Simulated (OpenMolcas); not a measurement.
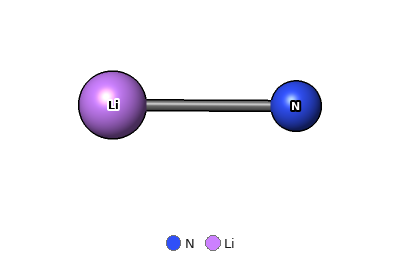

The molecule at the reference distance of 1.934 Å.

Relativistic diatomic calculation: NLi⁻ (part 1 of 2)

System: NLi⁻.
Method: SA-CASSCF(7,8)/XMS-CASPT2 + RASSI spin-orbit (X2C scalar, AMFI), ANO-RCC-VTZP (OpenMolcas).

Input file:
```
&GATEWAY
Coord
2
angstrom
N 0.0 0.0 0.0
Li 0.0 0.0 1.9340
Basis=ANO-RCC-VTZP
Group=XY
RX2C
AMFI
ANGMom
0.0 0.0 0.0
RICD
&SEWARD
&GUESSORB
&RASSCF
FileOrb=$CurrDir/o42.orb
Symmetry=2
Spin=4
nActEl=7 0 0
Inactive=2 0
RAS2=4 4
CIRoot=8 8 1
Linear
Iterations=120 100
OrbListing=Nothing
PRWF=0.15
>>COPY $Project.RasOrb $CurrDir/o42.orb
>>COPY $Project.rasscf.h5 $CurrDir/r42.h5
&CASPT2
XMultistate=all
Imaginary=0.2
IPEA=0.25
MaxIter=40
>>COPY $Project.JobMix JOB001
&RASSCF
FileOrb=$CurrDir/o62.orb
Symmetry=2
Spin=6
nActEl=7 0 0
Inactive=2 0
RAS2=4 4
CIRoot=4 4 1
Linear
Iterations=120 100
OrbListing=Nothing
PRWF=0.15
>>COPY $Project.RasOrb $CurrDir/o62.orb
>>COPY $Project.rasscf.h5 $CurrDir/r62.h5
&CASPT2
XMultistate=all
Imaginary=0.2
IPEA=0.25
MaxIter=40
>>COPY $Project.JobMix JOB002
&RASSCF
FileOrb=$CurrDir/o61.orb
Symmetry=1
Spin=6
nActEl=7 0 0
Inactive=2 0
RAS2=4 4
CIRoot=2 2 1
Linear
Iterations=120 100
OrbListing=Nothing
PRWF=0.15
>>COPY $Project.RasOrb $CurrDir/o61.orb
>>COPY $Project.rasscf.h5 $CurrDir/r61.h5
&CASPT2
XMultistate=all
Imaginary=0.2
IPEA=0.25
MaxIter=40
>>COPY $Project.JobMix JOB003
&RASSI
Nr of JobIphs=3 8 4 2
1 2 3 4 5 6 7 8
1 2 3 4
1 2
SpinOrbit
EJob
Omega
MEES
MESO
Properties=4
'AngMom' 3 'Mltpl  1' 1 'Mltpl  1' 2 'Mltpl  1' 3
Thrs=1.0d-4
>>COPY $Project.rassi.h5 $CurrDir/so.h5
```

The first orbital files come from an earlier step.

Hardware: 1 thread of Arm Neoverse V2, 24 GiB of memory available, shared host.

Launched with:
```bash
pymolcas m.inp (one call a module block, same work directory)
```

The program's output (extracts):
```
++    Wave function specifications:
      Number of closed shell electrons           4
      Number of electrons in active shells       7
      Number of inactive orbitals                2
      Number of active orbitals                  8
      Number of secondary orbitals              50
      Spin quantum number                      1.5
      State symmetry                             2
++    Orbital specifications:
      Symmetry species                           1   2
                                                 a   b
      Frozen orbitals                            0   0
      Inactive orbitals                          2   0
      Active orbitals                            4   4
      RAS2 orbitals                              4   4
      Secondary orbitals                        26  24
      Number of basis functions                 32  28
      printout of CI-coefficients larger than  0.15 for root  1
      energy=     -61.861010
      conf/sym  1111 2222     Coeff  Weight
           178  2u0u u200   0.16664 0.02777
           225  20uu 2u00   0.54018 0.29180
           226  20uu u200   0.75736 0.57359
      printout of CI-coefficients larger than  0.15 for root  2
      energy=     -61.861010
      conf/sym  1111 2222     Coeff  Weight
           177  2u0u 2u00   0.16664 0.02777
           225  20uu 2u00   0.75736 0.57359
           226  20uu u200  -0.54018 0.29180
      printout of CI-coefficients larger than  0.15 for root  3
      energy=     -61.798408
      conf/sym  1111 2222     Coeff  Weight
            57  20ud uuu0  -0.24375 0.05941
            58  20ud uu0u  -0.23999 0.05760
            81  2002 uuu0   0.59428 0.35317
            82  2002 uu0u   0.58511 0.34236
           177  2u0u 2u00   0.20797 0.04325
           178  2u0u u200  -0.19856 0.03943
      printout of CI-coefficients larger than  0.15 for root  4
      energy=     -61.798408
      conf/sym  1111 2222     Coeff  Weight
            57  20ud uuu0  -0.23999 0.05760
            58  20ud uu0u   0.24375 0.05942
            81  2002 uuu0   0.58511 0.34236
            82  2002 uu0u  -0.59428 0.35317
           177  2u0u 2u00  -0.19856 0.03943
           178  2u0u u200  -0.20797 0.04325
      printout of CI-coefficients larger than  0.15 for root  5
      energy=     -61.775694
      conf/sym  1111 2222     Coeff  Weight
            81  2002 uuu0  -0.32613 0.10636
            82  2002 uu0u  -0.30644 0.09390
           177  2u0u 2u00   0.53669 0.28804
           178  2u0u u200  -0.53693 0.28829
           183  2u0u uud0   0.15668 0.02455
      printout of CI-coefficients larger than  0.15 for root  6
      energy=     -61.775694
      conf/sym  1111 2222     Coeff  Weight
            81  2002 uuu0   0.30644 0.09390
            82  2002 uu0u  -0.32613 0.10636
           177  2u0u 2u00   0.53693 0.28829
           178  2u0u u200   0.53669 0.28804
           195  2u0u uu0d   0.15668 0.02455
      printout of CI-coefficients larger than  0.15 for root  7
      energy=     -61.752977
      conf/sym  1111 2222     Coeff  Weight
            57  20ud uuu0   0.41767 0.17445
            58  20ud uu0u   0.38459 0.14791
            81  2002 uuu0   0.20903 0.04369
            82  2002 uu0u   0.19248 0.03705
           177  2u0u 2u00   0.28690 0.08231
           178  2u0u u200  -0.29288 0.08578
           225  20uu 2u00  -0.18745 0.03514
           226  20uu u200   0.19135 0.03661
           228  20uu duu0  -0.28736 0.08258
           231  20uu uud0   0.23552 0.05547
           235  20uu du0u  -0.15874 0.02520
           236  20uu ud0u   0.23147 0.05358
           243  20uu uu0d   0.21686 0.04703
      printout of CI-coefficients larger than  0.15 for root  8
      energy=     -61.752977
      conf/sym  1111 2222     Coeff  Weight
            57  20ud uuu0   0.38459 0.14791
            58  20ud uu0u  -0.41767 0.17445
            81  2002 uuu0   0.19248 0.03705
            82  2002 uu0u  -0.20903 0.04370
           177  2u0u 2u00  -0.29288 0.08578
           178  2u0u u200  -0.28690 0.08231
           225  20uu 2u00   0.19135 0.03661
           226  20uu u200   0.18745 0.03514
           228  20uu duu0  -0.27114 0.07352
           231  20uu uud0   0.21686 0.04703
           235  20uu du0u   0.17950 0.03222
           236  20uu ud0u  -0.24133 0.05824
           243  20uu uu0d  -0.23552 0.05547
      Natural orbitals and occupation numbers for root  1
      sym 1:   1.995834   0.008755   0.976682   1.017192
      sym 2:   0.994723   1.920498   0.078727   0.007589
      Natural orbitals and occupation numbers for root  2
      sym 1:   1.995834   0.008755   0.976682   1.017192
      sym 2:   1.920498   0.994723   0.007589   0.078727
      Natural orbitals and occupation numbers for root  3
      sym 1:   1.995731   0.091876   0.120690   1.789515
      sym 2:   1.099654   0.992852   0.899975   0.009707
      Natural orbitals and occupation numbers for root  4
      sym 1:   1.995731   0.091876   0.120691   1.789514
      sym 2:   0.992852   1.099655   0.009707   0.899974
      Natural orbitals and occupation numbers for root  5
      sym 1:   1.995930   0.701729   0.069438   1.229867
      sym 2:   0.991416   1.611239   0.388118   0.012264
      Natural orbitals and occupation numbers for root  6
      sym 1:   1.995930   0.701729   0.069437   1.229868
      sym 2:   1.611239   0.991416   0.012264   0.388117
      Natural orbitals and occupation numbers for root  7
      sym 1:   1.994827   0.194469   0.582568   1.225054
      sym 2:   0.960386   1.273599   0.721474   0.047623
      Natural orbitals and occupation numbers for root  8
      sym 1:   1.994826   0.194468   0.582568   1.225055
      sym 2:   1.273598   0.960386   0.047623   0.721475
      RASSCF energy for state  8                    -61.75297651
::    RASSCF root number  1 Total energy:    -61.86100996
::    RASSCF root number  2 Total energy:    -61.86100995
::    RASSCF root number  3 Total energy:    -61.79840822
::    RASSCF root number  4 Total energy:    -61.79840816
::    RASSCF root number  5 Total energy:    -61.77569419
::    RASSCF root number  6 Total energy:    -61.77569418
::    RASSCF root number  7 Total energy:    -61.75297654
::    RASSCF root number  8 Total energy:    -61.75297651
      Von Neumann Entropy (Root   1) =  1.80993
++    Wave function specifications:
      Number of closed shell electrons           0
      Number of electrons in active shells       7
      Number of inactive orbitals                0
      Number of active orbitals                  8
      Number of secondary orbitals              50
      Spin quantum number                      1.5
      State symmetry                             2
      Number of CSFs                           672
      Number of CASSCF root(s) available         8
      CASPT2 state passed to geometry opt.       8
      A file JOBMIX will be created
      This is a MULTI-STATE CASSCF reference
      Number of CI roots used                    8
      These are:                                 1   2   3   4   5   6   7   8
      Off-diagonal elements of Heff are computed
  FINAL CASPT2 RESULT:
      Reference energy:         -61.8610099566
      E2 (Non-variational):      -0.1669566218
      Shift correction:          -0.0020555661
      E2 (Variational):          -0.1690121879
      Total energy:             -62.0300221445
      Reference weight:           0.93668
  FINAL CASPT2 RESULT:
      Reference energy:         -61.8610099461
      E2 (Non-variational):      -0.1669566632
      Shift correction:          -0.0020555659
      E2 (Variational):          -0.1690122291
      Total energy:             -62.0300221752
      Reference weight:           0.93668
  FINAL CASPT2 RESULT:
      Reference energy:         -61.7984082163
      E2 (Non-variational):      -0.1820855397
      Shift correction:          -0.0050043129
      E2 (Variational):          -0.1870898526
      Total energy:             -61.9854980690
      Reference weight:           0.92154
  FINAL CASPT2 RESULT:
      Reference energy:         -61.7984081618
      E2 (Non-variational):      -0.1820855159
      Shift correction:          -0.0050043172
      E2 (Variational):          -0.1870898332
      Total energy:             -61.9854979950
      Reference weight:           0.92154
  FINAL CASPT2 RESULT:
      Reference energy:         -61.7756941879
      E2 (Non-variational):      -0.1629961342
      Shift correction:          -0.0026308630
      E2 (Variational):          -0.1656269972
      Total energy:             -61.9413211851
      Reference weight:           0.93168
  FINAL CASPT2 RESULT:
      Reference energy:         -61.7756941755
      E2 (Non-variational):      -0.1629961374
      Shift correction:          -0.0026308619
      E2 (Variational):          -0.1656269993
      Total energy:             -61.9413211749
      Reference weight:           0.93168
  FINAL CASPT2 RESULT:
      Reference energy:         -61.7529765412
      E2 (Non-variational):      -0.1561962741
      Shift correction:          -0.0059866146
      E2 (Variational):          -0.1621828887
      Total energy:             -61.9151594298
      Reference weight:           0.90910
  FINAL CASPT2 RESULT:
      Reference energy:         -61.7529765102
      E2 (Non-variational):      -0.1561962872
      Shift correction:          -0.0059866069
      E2 (Variational):          -0.1621828941
      Total energy:             -61.9151594043
      Reference weight:           0.90910
       Total XMS-CASPT2 energies:
::    XMS-CASPT2 Root  1     Total energy:    -62.02737086
::    XMS-CASPT2 Root  2     Total energy:    -62.02737081
::    XMS-CASPT2 Root  3     Total energy:    -61.98012753
::    XMS-CASPT2 Root  4     Total energy:    -61.98012745
::    XMS-CASPT2 Root  5     Total energy:    -61.94269863
::    XMS-CASPT2 Root  6     Total energy:    -61.94269859
::    XMS-CASPT2 Root  7     Total energy:    -61.92180388
::    XMS-CASPT2 Root  8     Total energy:    -61.92180381
++    Wave function specifications:
      Number of closed shell electrons           4
      Number of electrons in active shells       7
      Number of inactive orbitals                2
      Number of active orbitals                  8
      Number of secondary orbitals              50
      Spin quantum number                      2.5
      State symmetry                             2
      printout of CI-coefficients larger than  0.15 for root  1
      energy=     -61.818066
      conf/sym  1111 2222     Coeff  Weight
             1  2uu0 uuu0  -0.72459 0.52503
            13  2u0u uuu0  -0.68738 0.47249
      printout of CI-coefficients larger than  0.15 for root  2
      energy=     -61.818066
      conf/sym  1111 2222     Coeff  Weight
             2  2uu0 uu0u   0.72459 0.52503
            14  2u0u uu0u   0.68738 0.47249
      printout of CI-coefficients larger than  0.15 for root  3
      energy=     -61.741264
      conf/sym  1111 2222     Coeff  Weight
             2  2uu0 uu0u   0.68767 0.47288
            14  2u0u uu0u  -0.72414 0.52437
      printout of CI-coefficients larger than  0.15 for root  4
      energy=     -61.741264
      conf/sym  1111 2222     Coeff  Weight
             1  2uu0 uuu0  -0.68767 0.47288
            13  2u0u uuu0   0.72414 0.52437
      Natural orbitals and occupation numbers for root  1
      sym 1:   1.998037   1.000049   0.999293   0.001226
      sym 2:   1.000484   1.000558   0.999516   0.000836
      Natural orbitals and occupation numbers for root  2
      sym 1:   1.998037   1.000049   0.999293   0.001226
      sym 2:   1.000558   1.000484   0.000836   0.999516
      Natural orbitals and occupation numbers for root  3
      sym 1:   1.997803   1.000073   0.001491   0.999391
      sym 2:   1.000492   1.001103   0.000749   0.998897
      Natural orbitals and occupation numbers for root  4
      sym 1:   1.997803   1.000073   0.001491   0.999391
      sym 2:   1.001103   1.000492   0.998897   0.000749
      RASSCF energy for state  4                    -61.74126414
::    RASSCF root number  1 Total energy:    -61.81806558
::    RASSCF root number  2 Total energy:    -61.81806558
::    RASSCF root number  3 Total energy:    -61.74126414
::    RASSCF root number  4 Total energy:    -61.74126414
      Von Neumann Entropy (Root   1) =  2.51267
++    Wave function specifications:
      Number of closed shell electrons           0
      Number of electrons in active shells       7
      Number of inactive orbitals                0
      Number of active orbitals                  8
      Number of secondary orbitals              50
      Spin quantum number                      2.5
      State symmetry                             2
      Number of CSFs                           108
      Number of CASSCF root(s) available         4
      CASPT2 state passed to geometry opt.       4
      A file JOBMIX will be created
      This is a MULTI-STATE CASSCF reference
      Number of CI roots used                    4
      These are:                                 1   2   3   4
      Off-diagonal elements of Heff are computed
  FINAL CASPT2 RESULT:
      Reference energy:         -61.8180655838
      E2 (Non-variational):      -0.1138493815
      Shift correction:          -0.0012927325
      E2 (Variational):          -0.1151421140
      Total energy:             -61.9332076978
      Reference weight:           0.96137
  FINAL CASPT2 RESULT:
      Reference energy:         -61.8180655832
      E2 (Non-variational):      -0.1138493855
      Shift correction:          -0.0012927331
      E2 (Variational):          -0.1151421186
      Total energy:             -61.9332077019
      Reference weight:           0.96137
  FINAL CASPT2 RESULT:
      Reference energy:         -61.7412641362
      E2 (Non-variational):      -0.1157860076
      Shift correction:          -0.0009908500
      E2 (Variational):          -0.1167768575
      Total energy:             -61.8580409937
      Reference weight:           0.96097
  FINAL CASPT2 RESULT:
      Reference energy:         -61.7412641360
      E2 (Non-variational):      -0.1157860050
      Shift correction:          -0.0009908500
      E2 (Variational):          -0.1167768549
      Total energy:             -61.8580409909
      Reference weight:           0.96097
       Total XMS-CASPT2 energies:
::    XMS-CASPT2 Root  1     Total energy:    -61.93323948
::    XMS-CASPT2 Root  2     Total energy:    -61.93323948
::    XMS-CASPT2 Root  3     Total energy:    -61.85800921
::    XMS-CASPT2 Root  4     Total energy:    -61.85800921
++    Wave function specifications:
      Number of closed shell electrons           4
      Number of electrons in active shells       7
      Number of inactive orbitals                2
      Number of active orbitals                  8
      Number of secondary orbitals              50
      Spin quantum number                      2.5
      State symmetry                             1
      printout of CI-coefficients larger than  0.15 for root  1
      energy=     -61.802957
      conf/sym  1111 2222     Coeff  Weight
             1  2uuu uu00   0.99868 0.99735
      printout of CI-coefficients larger than  0.15 for root  2
      energy=     -61.756220
      conf/sym  1111 2222     Coeff  Weight
            33  200u uuuu   0.99791 0.99582
      Natural orbitals and occupation numbers for root  1
      sym 1:   1.997457   0.999998   0.997900   1.000062
      sym 2:   1.001056   1.001056   0.001235   0.001235
      Natural orbitals and occupation numbers for root  2
      sym 1:   1.995958   0.000176   0.003918   1.000010
      sym 2:   1.001523   1.001523   0.998446   0.998446
      RASSCF energy for state  2                    -61.75622032
::    RASSCF root number  1 Total energy:    -61.80295726
::    RASSCF root number  2 Total energy:    -61.75622032
      Von Neumann Entropy (Root   1) =  2.51498
++    Wave function specifications:
      Number of closed shell electrons           0SPIN-FREE ENERGIES:
  (Shifted by EMIN (a.u.) =        -62.0273708617)
 SF State       Relative EMIN(au)   Rel lowest level(eV)    D:o, cm**(-1)      Abs_M
     1             0.0000000000        0.0000000000              0.0000         1.0
     2             0.0000000497        0.0000013536              0.0109         1.0
     3             0.0472433278        1.2855564408          10368.7120         1.0
     4             0.0472434070        1.2855585956          10368.7293         1.0
     5             0.0846722318        2.3040488042          18583.4069         1.0
     6             0.0846722709        2.3040498687          18583.4154         1.0
     9             0.0941313807        2.5614453590          20659.4501         1.0
    10             0.0941313848        2.5614454700          20659.4510         1.0
     7             0.1055669769        2.8726237838          23169.2733         1.0
     8             0.1055670516        2.8726258156          23169.2897         1.0
    13             0.1074790706        2.9246545043          23588.9294         0.0
    14             0.1561056049        4.2478499100          34261.2201         0.0
    11             0.1693616471        4.6085651932          37170.5851         1.0
    12             0.1693616499        4.6085652693          37170.5857         1.0
```

(Continued in part 2.) Outcome of the run: converged; whether the anion is bound against detachment isn't tested.
